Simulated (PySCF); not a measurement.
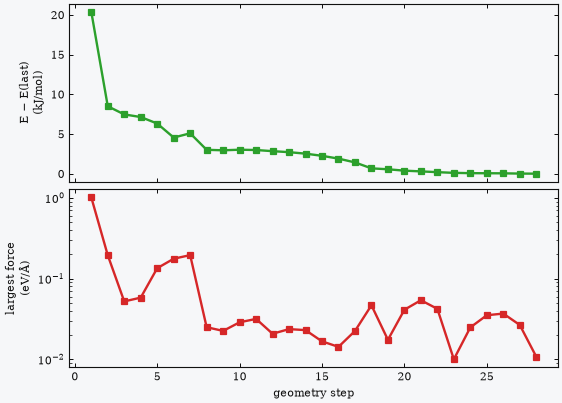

History of a geometry optimisation.

- system: H6SeSi2 (SMILES [SiH3][Se][SiH3])
- method: PySCF 2.14.0, density fitting, PBE0-D3(BJ)/def2-SVP, geometry optimisation

How did it end, and what did it gain?

The optimisation met its thresholds at geometry 28, counting the start as the first. The energy fell by about 20 kJ/mol from the first step to the last, with a rise at step 7. The largest force goes from about 1 eV/Å at the start to 0.011 eV/Å at the end.
